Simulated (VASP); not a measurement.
Band structure of C. Calculation: PBEsol GGA, VASP's PBE PAW potentials (set 64) (plane waves; VASP).

The cell holds a wide vacuum, so values per volume refer to the whole cell.

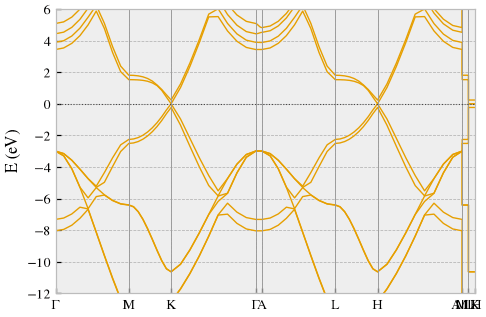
Bands along high-symmetry lines, zero at the valence-band maximum or, without a gap, the Fermi level

Q: Read the plot: is there a gap, and where are the band edges?

A: It has no gap at this level: it comes out as a metal or semimetal. (Edges off the drawn lines would not show.)

The cell is a sheet with vacuum, built from a database entry that may be metastable or hypothetical.
